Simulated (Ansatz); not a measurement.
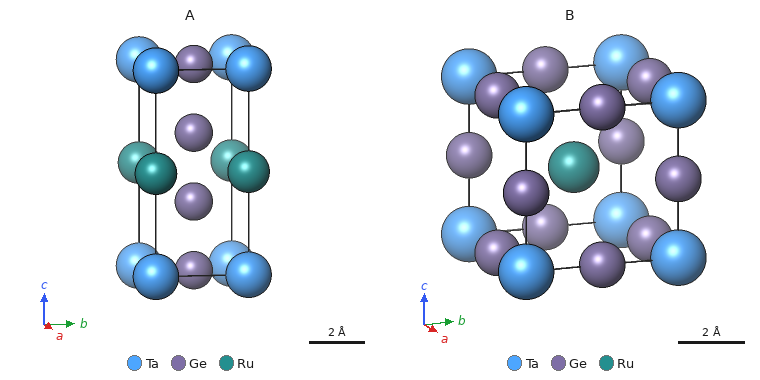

Two structures of TaGe3Ru, each relaxed to rest (conventional cells in solid outline, small ones repeated, not to one scale). Method: DFT PBE, scalar-relativistic, plane waves, PAW (Ansatz 0.2.0), with collinear spins.

**What structure does each panel show?**

A: 5 atoms a cell on a primitive tetragonal lattice, P4/mmm. B: 5 atoms a cell on a primitive cubic lattice, Pm-3m.

**Which structure is more stable?**

A is lower, by 604 meV/atom at this level of theory (energies at zero smearing). Volumes: A 18.6, B 24.3 Å³/atom.

One or both may be structure types tried for this composition rather than known phases.
